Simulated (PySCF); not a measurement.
## Polarizability calculation, with input and output: GaCl

System: GaCl.
Method: HF/pcseg-0, RHF (PySCF 2.14.0).

The geometry comes from this level: GFN2-xTB.

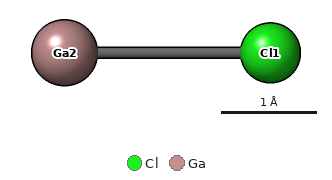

*The structure (ball-and-stick view, seen on its broad side; atoms are numbered from 1 in the order of the input). Sticks mark near contacts.*

### The input (job.py)
```python
# ClGa
import numpy
from pyscf import gto
from pyscf.prop.polarizability import rhf

mol = gto.M(
    atom='mol.xyz',
    charge=0,
    verbose=3,
    basis='pcseg-0',
    max_memory=1860,
)

mf = mol.RHF()
mf.conv_tol = 1e-10
mf.kernel()
if not mf.converged:
    mf = mf.newton().run(mf.mo_coeff, mf.mo_occ)

energy = mf.e_tot
print(f'total energy: {energy:.8f} hartree')
pol = rhf.Polarizability(mf)
alpha = pol.polarizability()
print('isotropic polarizability %.4f bohr^3' % (numpy.trace(alpha) / 3))
alpha_w = pol.polarizability_with_freq(freq=0.0774)
beta = pol.hyper_polarizability()
```

### File mol.xyz
```
2
ClGa
Cl     0.000000     0.000000     0.000000
Ga     0.000000     0.000000     2.168600
```

Launch command:
```bash
OMP_NUM_THREADS=1 python job.py
```

### Log
```
converged SCF energy = -2379.78497844138
total energy: -2379.78497844 hartree
isotropic polarizability 36.2426 bohr^3
```

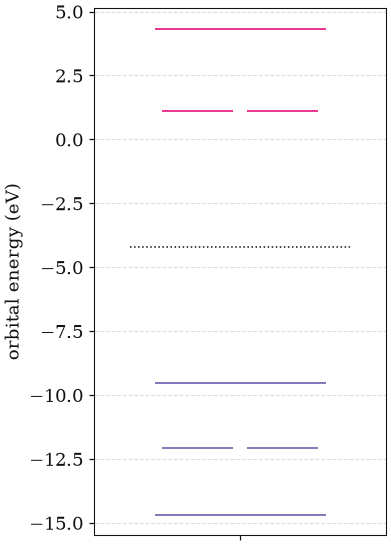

*Orbital energies near the frontier; the dotted line parts filled from empty levels, and levels within 0.02 eV of each other stand side by side.*

Highest filled −9.51 eV, lowest empty 1.09 eV, 10.60 eV apart.

### Key numbers

| quantity | value |
| --- | --- |
| outcome | converged |
| total energy | −2379.784978 hartree |
| basis functions | 35 |
| HOMO | −9.51 eV |
| LUMO | 1.09 eV |
| dipole moment | 2.98 D |
| hardware | 1 thread of Arm Neoverse V2, 24 GiB of memory available, shared host |
| wall time | 1.9 s |
| peak memory | 0.12 GiB |
